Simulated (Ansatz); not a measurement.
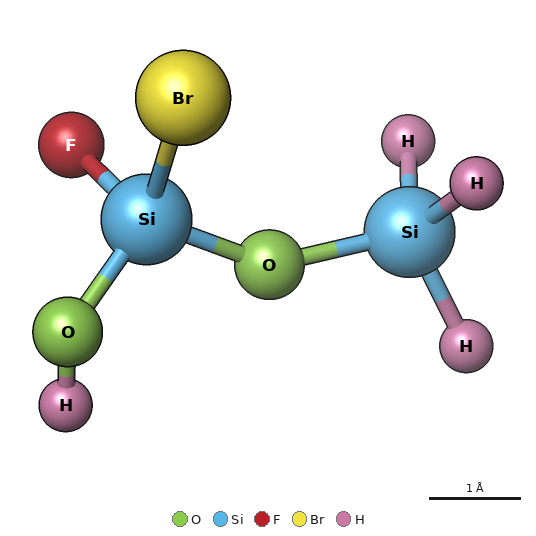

The picture shows the input geometry.

The calculation was set up as follows.

```yaml
crystal:
  periodic: [false, false, false]
  atoms:
    - {symbol: O, position_ang: [-1.091914, -1.068584, -2.027038]}
    - {symbol: Si, position_ang: [-1.112749, -0.249190, -0.635935]}
    - {symbol: F, position_ang: [-1.937270, 1.092027, -0.796114]}
    - {symbol: Br, position_ang: [-2.148638, -1.478158, 0.848115]}
    - {symbol: O, position_ang: [0.371487, 0.134507, -0.157880]}
    - {symbol: Si, position_ang: [1.367649, 0.514867, 1.097777]}
    - {symbol: H, position_ang: [-0.446845, -0.820100, -2.691671]}
    - {symbol: H, position_ang: [1.016836, 1.856458, 1.623411]}
    - {symbol: H, position_ang: [1.229151, -0.501639, 2.168173]}
    - {symbol: H, position_ang: [2.752303, 0.519813, 0.571173]}
basis:
  gaussian: {orbitals: def2-TZVPP}
hamiltonian: {xc: {name: wB97M-V}}
output: {forces: true, orbitals: {seedname: orbitals}}
```

It was started with:

```sh
ansatz run in.yaml --threads 2 --pin off --events-out ev --progress --plain --max-ram 32768MiB --backend cuda --devices 0, --max-vram 18GiB
```

What the program printed:

```
Functional definition: wB97M-V
  name "wB97M-V"
  cite "Mardirossian & Head-Gordon, J. Chem. Phys. 144, 214110 (2016) doi:10.1063/1.4952647"
  cite "Becke, J. Chem. Phys. 107, 8554 (1997) doi:10.1063/1.475007"
  cite "Vydrov & Van Voorhis, J. Chem. Phys. 133, 244103 (2010) doi:10.1063/1.3521275"
  # Of w^i u^j: cxij and so on, Table III.
  parameter omega = 0.3/bohr
  parameter cx = 0.15
  parameter cx01 = 1.007
  parameter cx10 = 0.259
  parameter css00 = 0.443
  parameter css04 = -1.437
  parameter css10 = -4.535
  parameter css20 = -3.390
  parameter css43 = 4.278
  parameter cos00 = 1.000
  parameter cos10 = 1.358
  parameter cos20 = 2.924
  parameter cos21 = -8.812
  parameter cos60 = -1.390
  parameter cos61 = 9.142
  parameter b = 6.0
  parameter c = 0.01
  gx(w, u) = 1 - cx + cx01*u + cx10*w
  gss(w, u) = css00 + css04*u^4 + css10*w + css20*w^2 + css43*w^4*u^3
  gos(w, u) = cos00 + cos10*w + (cos20 + cos21*u)*w^2 + (cos60 + cos61*u)*w^6
  exchange = spin_sum(e_x_unif_sr(omega)*gx(b97_w, b97_u_x)) + cx*exact_x_sr(omega) + exact_x_lr(omega)
  correlation = spin_sum(e_c_pw_mod_same_spin*gss(b97_w, b97_u_same))
      + integral(e_c_pw_mod_opposite_spin*gos(b97_w_opposite, b97_u_opposite)) + vv10(b, c)
1684 factors; their error is unknown
321 factors; integrals over basis functions are off by at most 2.5e-5 eV
mean field evaluation 1: about -92674.4838 eV, gradient 6.9e1 eV
mean field evaluation 2: about -92673.4014 eV, gradient 7.5e1 eV
mean field evaluation 4: about -92681.6139 eV, gradient 2.6e0 eV
mean field evaluation 8: about -92681.6360 eV, gradient 1.1e-1 eV
mean field evaluation 16: about -92681.9046 eV, gradient 3.5e-4 eV
mean field -92681.90462271 eV, -3405.9971728332 hartree, gradient 3.3e-5 eV, S^2 0.000000; 0 other end points of the search recorded, 0 dependent functions left out
the calculation of the forces begins
reference -92681.90467744 eV, -3405.9971748444 hartree; 46, 46 occupied and 235, 235 virtual orbitals, 1684 factors
Total energy: -92681.90467744 eV, -3405.9971748444 hartree
Atom 0 at    -1.091914    -1.068584    -2.027038 Å, force     0.031200    -0.043100    -0.110723 eV/Å
Atom 1 at    -1.112749    -0.249190    -0.635935 Å, force    -0.023464    -0.083719     0.064980 eV/Å
Atom 2 at    -1.937270     1.092027    -0.796114 Å, force    -0.083675     0.116113    -0.002106 eV/Å
Atom 3 at    -2.148638    -1.478158     0.848115 Å, force     0.013692     0.015308    -0.007418 eV/Å
Atom 4 at     0.371487     0.134507    -0.157880 Å, force     0.030409    -0.005217    -0.030064 eV/Å
Atom 5 at     1.367649     0.514867     1.097777 Å, force     0.178506     0.061295     0.194520 eV/Å
Atom 6 at    -0.446845    -0.820100    -2.691671 Å, force    -0.028280    -0.020042     0.011334 eV/Å
Atom 7 at     1.016836     1.856458     1.623411 Å, force     0.040500    -0.163783    -0.062952 eV/Å
Atom 8 at     1.229151    -0.501639     2.168173 Å, force     0.010867     0.120836    -0.127098 eV/Å
Atom 9 at     2.752303     0.519813     0.571173 Å, force    -0.169755     0.002310     0.069525 eV/Å
Dipole moment:     0.461474     0.058428    -0.126937 e Å
```
